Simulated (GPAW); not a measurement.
# Al K-edge XANES of Al2Ru (I4/mmm), part 2 of 3

What does one-electron theory with a core hole give for the Al K edge of Al2Ru (I4/mmm)?

GPAW 26.7.0; X-ray absorption from dipole matrix elements to empty bands, plane-wave PAW LDA.

So far. Step 2 (Ground state of the crystal): The mesh shows no gap, so the system is treated as a metal and the core electron is put at the Fermi level (neutral cell). Step 3 (Spectrum without a core hole, Al atom 2): Main maxima below 24 eV (height): 6.4 eV (1.04), 9.8 eV (1.45) and 12.1 eV (1.32). A K edge sees empty p states on the absorber.

## Step 5: Spectrum with XCH, Al atom 2

The holes are 7.9 Å apart. In GPAW the data set carries the hole's charge, so charge=0 means a charged cell and charge=-1 a neutral one. The excited electron is kept in the cell, where it fills the lowest empty states and screens the hole. After the field has converged, empty bands are computed with the density fixed and the dipole matrix elements are summed.

xas.py

```python
import numpy as np
from ase import Atoms
from ase.parallel import parprint, paropen
from gpaw import GPAW, PW, FermiDirac, Mixer, MixerDif, setup_paths
from gpaw.test import gen
setup_paths.insert(0, '.')
gen('Al', name='fch1s', xcname='LDA', corehole=(1, 0, 1), write_xml=True)
from gpaw.mpi import world
world.barrier()

atoms = Atoms('Ru9Al18',
    cell=[[4.68126486, -4.68126486, -4.22180559],
     [4.68126486, 4.68126486, 4.22180559],
     [4.68126486, -4.68126486, 4.22180559]],
    scaled_positions=[[0, 0, 0],
     [0.33333333, 0, 0.33333333],
     [0.33333333, 0.33333333, 0],
     [0, 0.33333333, 0.66666667],
     [0.66666667, 0, 0.66666667],
     [0.66666667, 0.33333333, 0.33333333],
     [0.66666667, 0.66666667, 0],
     [0.33333333, 0.66666667, 0.66666667],
     [0, 0.66666667, 0.33333333],
     [0.65920219, 0, 0.34079781],
     [0.99253552, 0, 0.67413114],
     [0.99253552, 0.33333333, 0.34079781],
     [0.65920219, 0.33333333, 0.00746448],
     [0.32586886, 0, 0.00746448],
     [0.32586886, 0.33333333, 0.67413114],
     [0.32586886, 0.66666667, 0.34079781],
     [0.99253552, 0.66666667, 0.00746448],
     [0.65920219, 0.66666667, 0.67413114],
     [0.34079781, 0, 0.65920219],
     [0.67413114, 0, 0.99253552],
     [0.67413114, 0.33333333, 0.65920219],
     [0.34079781, 0.33333333, 0.32586886],
     [0.00746448, 0, 0.32586886],
     [0.00746448, 0.33333333, 0.99253552],
     [0.00746448, 0.66666667, 0.65920219],
     [0.67413114, 0.66666667, 0.32586886],
     [0.34079781, 0.66666667, 0.99253552]],
    pbc=True)
atoms.calc = calc = GPAW(legacy_gpaw=True, mode=PW(430), xc='LDA', setups={9: 'fch1s'},
    kpts={'size': (4, 4, 4), 'gamma': True}, occupations=FermiDirac(0.1),
    charge=-1, mixer=Mixer(0.1, 5, 50), maxiter=150,
    convergence={'density': 0.0001}, txt='scf.txt')
energy = atoms.get_potential_energy() + calc.get_reference_energy()
ef = calc.get_fermi_level()
out = dict(energy=energy, fermi=ef, forces=atoms.get_forces().tolist())
parprint(f'all-electron energy {energy:.4f} eV, Fermi level {ef:.4f} eV')
ev = np.array([[calc.get_eigenvalues(k, s) for k in range(len(calc.get_ibz_k_points()))] for s in range(calc.get_number_of_spins())])
out['homo'], out['lumo'], out['counts'] = ev[ev < ef].max(), ev[ev > ef].min(), sorted(set((ev < ef).sum((0, 2)).tolist()))
out['filled'] = (ev[:, 0] < ef).sum(1).tolist()

from ase.units import Ha
from gpaw.xas import dipole_matrix_elements
nb = int(calc.get_number_of_electrons() / 2) + 267
top, nb = nb, nb + 8 + nb // 12
nscf = calc.fixed_density(kpts={'size': (5, 5, 5), 'gamma': True}, nbands=nb,
    convergence={'bands': top, 'eigenstates': 1e-5}, maxiter=60, txt='nscf.txt')
cell = atoms.cell.array
ops = [cell.T @ U.T @ np.linalg.inv(cell.T) for U in nscf.wfs.kd.symmetry.op_scc]
E = np.arange(-6, 34, 0.1)
fwhm = np.interp(E, [4, 25], [0.9, 3.5])
Y, X, zero, highest = 0, 0, 1e9, 1e9
for spin in range(nscf.get_number_of_spins()):
    wfs = nscf.wfs
    A = dipole_matrix_elements(wfs.setups[9])
    eps = np.zeros((wfs.kd.nibzkpts, nb))
    d = np.zeros((3, A.shape[1], wfs.kd.nibzkpts, nb), complex)
    for kpt in wfs.kpt_u:
        if kpt.s == spin and 9 in kpt.P_ani:
            eps[kpt.k] = kpt.eps_n * Ha
            d[:, :, kpt.k] = (kpt.weight * wfs.nspins / 2) ** 0.5 * np.inner(A, kpt.P_ani[9])
    world.sum(eps)
    world.sum(d)
    T = np.einsum('amkn,bmkn->abkn', d, d.conj()).real
    T = sum(np.einsum('ai,ijkn,bj->abkn', R, T, R) for R in ops) / len(ops)
    empty = eps > ef
    zero, highest = min(zero, eps[empty].min()), min(highest, eps[:, top - 1].min())
    lines = [(eps, T, empty)] if spin == 0 else lines + [(eps, T, empty)]
for eps, T, empty in lines:
    f = np.einsum('aakn->akn', T).reshape(3, -1)
    x = eps.ravel() - zero
    w = np.interp(x, E, fwhm) / 2.35482
    g = np.exp(-0.5 * ((E[:, None] - x) / w) ** 2) / (w * (2 * np.pi) ** 0.5)
    Y = Y + (f * empty.ravel()) @ g.T
    X = X + (f * ~empty.ravel()) @ g.T
out.update(E=E.round(2).tolist(), xas=Y.tolist(), xes=X.tolist(), zero=zero, valid=highest - zero, nk=len(eps), nb=nb)
for i in range(0, len(E), 10):
    parprint(f'{E[i]:7.2f}', *(f'{v:10.3e}' for v in Y[:, i]))
import json
with paropen('out.json', 'w') as f:
    json.dump(out, f)
```

Command:

```bash
> OMP_NUM_THREADS=1 mpirun -n 4 gpaw python xas.py
```

Numbers of over 12 decimals in the logs are rounded to 6 here.

Log:

```text
Input parameters:
  charge: -1
  convergence: {density: 0.0001}
  kpts: {gamma: True,
         size: (4, 4, 4)}
  maxiter: 150
  mixer: {backend: pulay,
          beta: 0.1,
          method: separate,
          nmaxold: 5,
          weight: 50}
  mode: {ecut: 430.0,
         name: pw}
  occupations: {fixmagmom: False,
                name: fermi-dirac,
                width: 0.1}
  setups: {9: fch1s}

Initialize ...

[... PAW data sets ...]

Reference energy: -1224949.279479  # eV

Spin-paired calculation

[... convergence settings ...]
Symmetries present (total): 8
  [... symmetry matrices ...]

64 k-points: 4 x 4 x 4 Monkhorst-Pack grid + [1/8,1/8,1/8]
13 k-points in the irreducible part of the Brillouin zone
       k-points in crystal coordinates                weights
   0:     0.00000000    0.00000000    0.00000000          1/64
   1:     0.25000000   -0.25000000   -0.25000000          2/64
   2:     0.25000000    0.00000000    0.00000000          8/64
   3:     0.25000000    0.00000000    0.25000000          4/64
   4:     0.25000000    0.25000000   -0.25000000          2/64
   5:     0.25000000    0.25000000    0.25000000          4/64
   6:     0.50000000    0.00000000    0.50000000          2/64
   7:     0.50000000    0.25000000   -0.25000000         16/64
   8:     0.50000000    0.25000000    0.00000000          8/64
   9:     0.50000000    0.25000000    0.50000000          4/64
          ...
  12:     0.50000000    0.50000000    0.50000000          1/64

Wave functions: Plane wave expansion
  Cutoff energy: 430.000 eV
  Number of coefficients (min, max): 7471, 7542
  Pulay-stress correction: 0.000000 eV/Ang^3 (de/decut=0.000000)
  Using FFTW library
  Wavefunction extrapolation:
    Improved wavefunction reuse through dual PAW basis

Occupation numbers: Fermi-Dirac:
  width: 0.1000  # eV

Eigensolver
   Davidson(niter=2)

Densities:
  Coarse grid: 40*40*40 grid
  Fine grid: 80*80*80 grid
  Total Charge: 0.000000

Density mixing:
  Method: separate
  Backend: pulay
  Linear mixing parameter: 0.1
  old densities: 5
  Width of damping distribution: 1.1
  Damping of long wavelength oscillations: 50

[... Hamiltonian set-up ...]
Number of atoms: 27
Number of atomic orbitals: 189
Number of bands in calculation: 124
Number of valence electrons: 199
Bands to converge: occupied

... initialized

Initializing position-dependent things.

Density initialized from atomic densities
Creating initial wave functions:
  124 bands from LCAO basis set

                        Ru Al
                         Al      Al
                      Ru      Ru
                           Al

               Al     Al Al   Al Al
            Ru      Ru     Ru
                     Al     Al
                  Ru     Ru
               Al     Al  Al  Al
                       Ru
                     Al     Al
                          Al

Atomic positions and initial magnetic moments

Positions:
   0 Ru     0.000000    0.000000    0.000000    ( 0.0000,  0.0000,  0.0000)
   1 Ru     3.120843   -3.120843   -0.000000    ( 0.0000,  0.0000,  0.0000)
   2 Ru     3.120843   -0.000000   -0.000000    ( 0.0000,  0.0000,  0.0000)
   3 Ru     4.681265   -1.560422    4.221806    ( 0.0000,  0.0000,  0.0000)
   4 Ru     6.241687   -6.241687   -0.000000    ( 0.0000,  0.0000,  0.0000)
   5 Ru     6.241686   -3.120843   -0.000000    ( 0.0000,  0.0000,  0.0000)
   6 Ru     6.241687   -0.000000   -0.000000    ( 0.0000,  0.0000,  0.0000)
[...]
24 Al     6.241687   -0.000000    5.566047    ( 0.0000,  0.0000,  0.0000)
  25 Al     7.802108   -1.560422    1.344241    ( 0.0000,  0.0000,  0.0000)
  26 Al     9.362530   -3.120843    5.566047    ( 0.0000,  0.0000,  0.0000)

Unit cell:
           periodic     x           y           z      points  spacing
  1. axis:    yes    4.681265   -4.681265   -4.221806    40     0.1568
  2. axis:    yes    4.681265    4.681265    4.221806    40     0.1655
  3. axis:    yes    4.681265   -4.681265    4.221806    40     0.1568

  Lengths:   7.851887   7.851887   7.851887
  Angles:   73.195905  65.051746 106.804095

Effective grid spacing dv^(1/3) = 0.1795

iter:   1  -216.330667
iter:   2  -206.506068   -0.90  -1.08
iter:   3  -201.871958   -0.80  -1.16
iter:   4  -201.679643   -2.50  -1.32
iter:   5  -201.226766   -2.05  -1.36
iter:   6  -201.031313   -1.66  -1.75
iter:   7  -200.937035   -3.00  -2.11
iter:   8  -200.878870   -3.29  -2.25
iter:   9  -200.838735c  -2.82  -2.44
iter:  10  -200.840386c  -3.80  -2.94
iter:  11  -200.838877c  -4.77  -3.02
iter:  12  -200.838857c  -5.34  -3.26
iter:  13  -200.838910c  -6.01  -3.57
iter:  14  -200.838756c  -5.76  -3.70
iter:  15  -200.838902c  -6.27  -3.95
iter:  16  -200.838818c  -6.94  -4.03c
iter:  17  -200.838812c  -6.87  -4.14c
iter:  18  -200.838831c  -7.99c -4.56c

Converged after 18 iterations.

Dipole moment: (0.000000, -0.000000, -0.078409) |e|*Ang

Energy contributions relative to reference atoms: (reference = -1224949.279479)

Kinetic:       +105.803487
Potential:      -89.004869
External:        +0.000000
XC:            -215.443819
Entropy (-ST):   -0.246111
Local:           -2.070573
SIC:             +0.000000
--------------------------
Free energy:   -200.961886
Extrapolated:  -200.838831

Showing only first 2 kpts
 Kpt  Band  Eigenvalues  Occupancy
  0    97      9.46903    1.99361
  0    98      9.50568    1.99079
  0    99      9.98724    1.27311
  0   100      9.99119    1.25476

  1    97      8.92239    1.99997
  1    98      9.05332    1.99990
  1    99     10.46606    0.02875
[...]
Fermi level: 10.04329

No gap
No difference between direct/indirect transitions

Forces in eV/Ang:
  0 Ru   -0.00000   -0.00000    0.22205
  1 Ru    0.49355   -0.49355   -0.37551
  2 Ru   -0.17617    0.00000    0.06440
  3 Ru    0.00000   -0.17617    0.06440
  4 Ru   -0.49355    0.49355   -0.37551
  5 Ru   -0.49355   -0.49355   -0.37551
  6 Ru    0.17617    0.00000    0.06440
[...]
24 Al   -0.05117   -0.00000   -0.07311
 25 Al    0.04031    0.04031   -0.02876
 26 Al   -0.00000   -0.05117   -0.07311
Scalar-relativistic atomic LDA calculation for Al (Aluminium, Z=13)
Core hole in 1s state (1s occupation: 1.0)
450 radial gridpoints.
|------------------------------------------------|
|------------------------------------------------|
[... the atom generator's iteration count ...]

Energy contributions:
-------------------------
Kinetic:     +183.893595
XC:           -14.209497
Potential:   -353.628519
-------------------------
Total:       -183.944421

state      eigenvalue         ekin         rmax
-----------------------------------------------
1s^1.0 :   -60.362648    82.057235        0.077
2s^2.0 :    -5.188665    12.296859        0.473
2p^6.0 :    -3.893101    12.072890        0.390
3s^2.0 :    -0.683483     1.740987        1.779
3p^1.0 :    -0.437761     1.323330        2.009
-----------------------------------------------
(units: Bohr and Hartree)

Generating PAW setup
Kinetic energy of the core from tauc = 179.402319
Cutoffs:
rc(s)=2.050
rc(p)=2.050
rc(d)=2.050
rc(vbar)=1.845
rc(comp)=2.050
rc(nct)=2.050

Kinetic energy of the core states: 179.088292
Charge: 1.0
Core electrons: 9.0
Valence electrons: 3.0
Pseudo-core charge: 0.169630
Shape function alpha=2.380
Pseudo-electron charge 3.431685
state    eigenvalue         norm
--------------------------------
3s(2) :    -0.683483     1.126964
*s    :     0.316517
3p(1) :    -0.437761     1.008127
*p    :     0.562239
*d    :     0.000000
--------------------------------

Diagonalizing with gridspacing h=0.050

state   all-electron     PAW
-------------------------------
3s:      -0.683483    -0.683641
3p:      -0.437761    -0.437937
*d:                   -0.137096
*f:                   -0.021062
-------------------------------
all-electron energy -1225150.1183 eV, Fermi level 10.0433 eV
[...]
31.00  6.083e-06  6.083e-06  5.650e-06
  32.00  6.578e-06  6.578e-06  6.285e-06
  33.00  6.858e-06  6.858e-06  6.705e-06
```

Run time: 12 min. Hardware: 4 MPI ranks of Arm Neoverse V2, shared host; peak memory 0.97 GiB.

The Al K spectrum, Al atom 2, excited-electron core hole (neutral cell) (energy from the lowest empty level; intensity scaled to a mean of 1 over the first 20 eV; polarised curves are means over the symmetry-equivalent atoms):

| E (eV) | isotropic | ε ⊥ c | ε ∥ c |
| --- | --- | --- | --- |
| -2.0 | 0.00 | 0.00 | 0.00 |
| -0.5 | 0.05 | 0.07 | 0.01 |
| 1.0 | 0.49 | 0.56 | 0.36 |
| 2.5 | 1.11 | 1.28 | 0.78 |
| 4.0 | 1.24 | 1.21 | 1.29 |
| 5.5 | 1.28 | 1.17 | 1.50 |
| 7.0 | 1.09 | 1.08 | 1.10 |
| 8.5 | 1.48 | 1.30 | 1.85 |
| 10.0 | 1.15 | 1.21 | 1.04 |
| 11.5 | 1.06 | 1.15 | 0.88 |
| 13.0 | 0.94 | 0.97 | 0.87 |
| 14.5 | 0.89 | 0.90 | 0.88 |
| 16.0 | 0.84 | 0.83 | 0.86 |
| 17.5 | 0.76 | 0.68 | 0.92 |
| 19.0 | 0.74 | 0.63 | 0.95 |
| 20.5 | 0.67 | 0.61 | 0.78 |
| 22.0 | 0.67 | 0.62 | 0.77 |
| 23.5 | 0.71 | 0.70 | 0.72 |
| 25.0 | 0.73 | 0.80 | 0.58 |
| 26.5 | 0.70 | 0.81 | 0.49 |
| 28.0 | 0.68 | 0.76 | 0.51 |
| 29.5 | 0.70 | 0.75 | 0.61 |
| 31.0 | 0.80 | 0.82 | 0.77 |

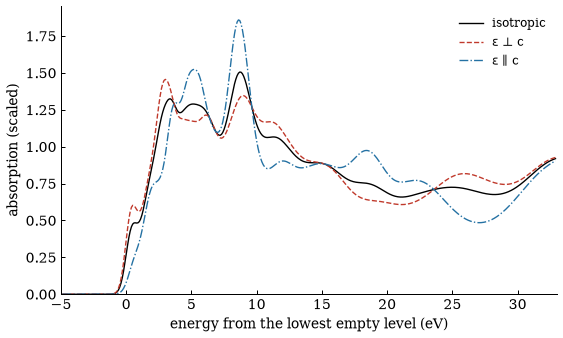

The Al K edge, Al atom 2, excited-electron core hole (neutral cell): main maxima at 3.4, 5.1 and 8.7 eV.

Main maxima below 24 eV (height): 3.4 eV (1.32), 5.1 eV (1.29) and 8.7 eV (1.51). 

The total-energy difference is 1563.35 eV. One term is added: -13.88 eV, since the hole is spin-paired here and a spin-polarised one costs that much less in the free atom (computed apart). The photon energy is then 1549.47 eV. The tabulated edge of the element is 1559 eV. The functional leaves an error in such absolute values: in the free atom LDA prices this hole 7.2 eV below PBE (computed apart), and PBE is itself good to a few eV.

## Step 6: Reference energy of the supercell

The cell and mesh change for the next run, so it gets a reference energy of its own.

scf.py

```python
import numpy as np
from ase import Atoms
from ase.parallel import parprint, paropen
from gpaw import GPAW, PW, FermiDirac, Mixer, MixerDif, setup_paths
from gpaw.test import gen
setup_paths.insert(0, '.')
gen('Al', name='nch1s', xcname='LDA', corehole=(1, 0, 0), write_xml=True)
from gpaw.mpi import world
world.barrier()

atoms = Atoms('Ru3Al6',
    cell=[[-3.12084324, 3.12084324, 0],
     [1.56042162, -1.56042162, -4.22180559],
     [-3.12084324, -6.24168648, -0]],
    scaled_positions=[[0, 0, 0],
     [0.66666667, 0, 0.33333333],
     [0.33333333, 0, 0.66666667],
     [0.65920219, 0.31840438, 0],
     [0.32586886, 0.31840438, 0.33333333],
     [0.99253552, 0.31840438, 0.66666667],
     [0.34079781, 0.68159562, 0],
     [0.00746448, 0.68159562, 0.33333333],
     [0.67413114, 0.68159562, 0.66666667]],
    pbc=True)
atoms.calc = calc = GPAW(legacy_gpaw=True, mode=PW(430), xc='LDA', setups={3: 'nch1s'},
    kpts={'size': (7, 7, 7), 'gamma': True}, occupations=FermiDirac(0.1),
    charge=0, mixer=Mixer(0.1, 5, 50), maxiter=150,
    convergence={'density': 0.0001}, txt='scf.txt')
energy = atoms.get_potential_energy() + calc.get_reference_energy()
ef = calc.get_fermi_level()
out = dict(energy=energy, fermi=ef, forces=atoms.get_forces().tolist())
parprint(f'all-electron energy {energy:.4f} eV, Fermi level {ef:.4f} eV')
ev = np.array([[calc.get_eigenvalues(k, s) for k in range(len(calc.get_ibz_k_points()))] for s in range(calc.get_number_of_spins())])
out['homo'], out['lumo'], out['counts'] = ev[ev < ef].max(), ev[ev > ef].min(), sorted(set((ev < ef).sum((0, 2)).tolist()))
out['filled'] = (ev[:, 0] < ef).sum(1).tolist()
import json
with paropen('out.json', 'w') as f:
    json.dump(out, f)
```

Command:

```bash
> OMP_NUM_THREADS=1 mpirun -n 4 gpaw python scf.py
```

Log:

```text
Input parameters:
  convergence: {density: 0.0001}
  kpts: {gamma: True,
         size: (7, 7, 7)}
  maxiter: 150
  mixer: {backend: pulay,
          beta: 0.1,
          method: separate,
          nmaxold: 5,
          weight: 50}
  mode: {ecut: 430.0,
         name: pw}
  occupations: {fixmagmom: False,
                name: fermi-dirac,
                width: 0.1}
  setups: {3: nch1s}

Initialize ...

[...]
warnings.warn(
<dir> UserWarning: Using symmetrized grid: (35,35,35).

  warnings.warn('Using symmetrized grid: ({},{},{}).\n'.format(*N_c))
<dir> UserWarning: Using symmetrized grid: (35,35,35).

  warnings.warn('Using symmetrized grid: ({},{},{}).\n'.format(*N_c))
<dir> UserWarning: Using symmetrized grid: (35,35,35).

  warnings.warn('Using symmetrized grid: ({},{},{}).\n'.format(*N_c))
all-electron energy -408904.4853 eV, Fermi level 9.8240 eV
[key lines of the parts left out:]
Converged after 19 iterations.
Dipole moment: (-0.000000, 0.000000, 0.000000) |e|*Ang
Free energy:    -63.734947
Fermi level: 9.82397
```

It took 89 s on 4 MPI ranks; peak memory 0.3 GiB; 5.9 min of CPU time.

(Part 2 of 3 ends here.)

[Banner, clock and machine lines of the logs are left out without a mark of their own.]

[Logs are printed without paths, hosts, clocks, repeated set-up lines and the standing remarks that a program may print on its own settings, such as how far it seeks lower states.]

[Hosts, paths, dates, database ids (printed as entryN), source tags and the programs' standing remarks are cut or masked in the printed files.]

[Lists of maxima count a maximum above −3 eV only where it reaches 4 % of the highest in the window and stands out from its surroundings by 2 % of it (1.5 % where it reaches 55 %); shoulders and weaker maxima are passed over, and of the rest the first, up to two pre-edge ones and the few strongest are named.]
